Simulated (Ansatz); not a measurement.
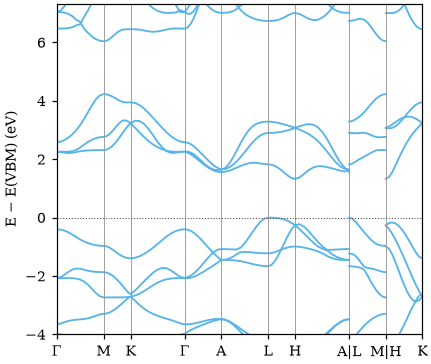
*Band structure from DFT-r²SCAN in the program Ansatz with PAW potentials*

**Question.** Read off the gap and where the band edges lie.

**Answer.** About 1.3 eV (1.33 eV by a search for the band edges); maximum at L, minimum at H.

**Question.** Which of these materials gives this?
A) Te, trigonal Se type
B) Se, trigonal Se type
C) NaLiZnS2, P3m1 (Pearson symbol hP5)
D) K3V3O8, P-3m1 (Pearson symbol hP14)

**Answer.** B, Se, trigonal Se type

Space group P3_121 (trigonal Se type). The cell was relaxed with r²SCAN under the symmetry of its start. A crystal of weakly bound chains computed without a dispersion correction: the cell and the soft elastic constants depend strongly on that. Scalar-relativistic: spin–orbit coupling is off unless named, which matters more the heavier the elements.

Potentials: the later of the program's two PAW sets.
